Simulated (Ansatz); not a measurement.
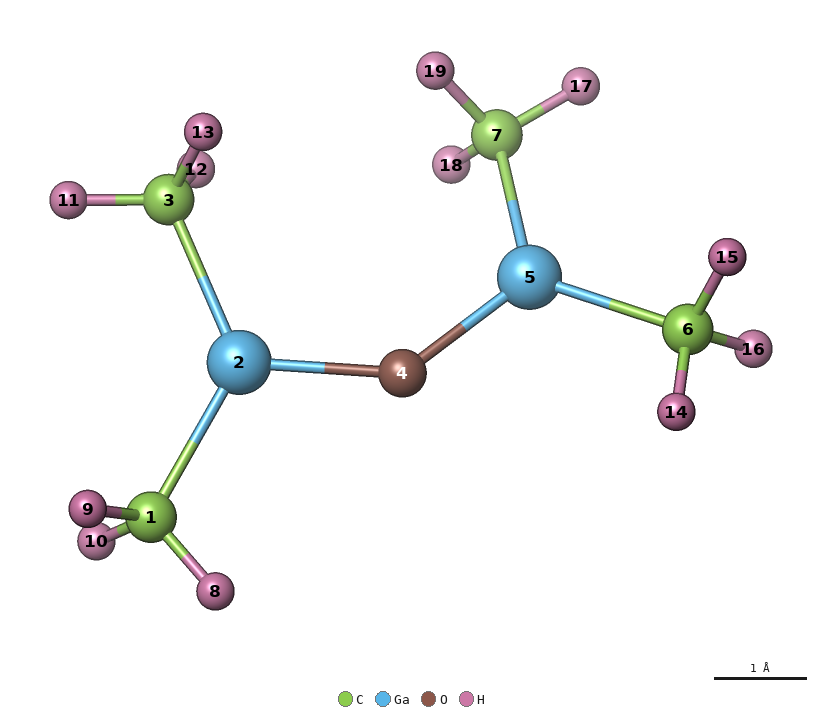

Orthographic view. Distant atoms are faded towards the background colour. The geometry was computed by an optimisation with PBE0-D4/def2-TZVP. No frequency run is at hand to confirm it as a minimum.

Write the connection table.

C1: Ga2, H8, H9, H10
Ga2: C1, C3, O4
C3: Ga2, H11, H12, H13
O4: Ga2, Ga5
Ga5: O4, C6, C7
C6: Ga5, H14, H15, H16
C7: Ga5, H17, H18, H19
(terminal hydrogens appear only as neighbours)
